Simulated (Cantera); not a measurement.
A closed system holds: 1 mol Si₃N₄, a varied amount of HF, 0.4 mol N₂, at 1473 K and 0.133 bar.

Method: chemical equilibrium by Gibbs-energy minimisation in Cantera with the NASA 1993 tables (ideal gas, pure condensed phases). Candidate condensed phases: Si, Si₃N₄; 37 gas species. The tables' values for SiF₃, SiF₂ are old estimates; treat these amounts as uncertain. Equilibrium is a limit: real reactors are often held back by kinetics, nucleation or transport.

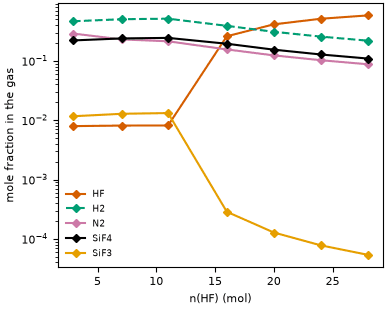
*Equilibrium gas composition (values under 1e-9 drawn at 1e-9)*

Task: Read off the mole fractions at 7.1 mol HF.

Result: H₂ about 0.50, SiF₄ about 0.24, N₂ about 0.23, SiF₃ about 0.013, HF about 0.0081.
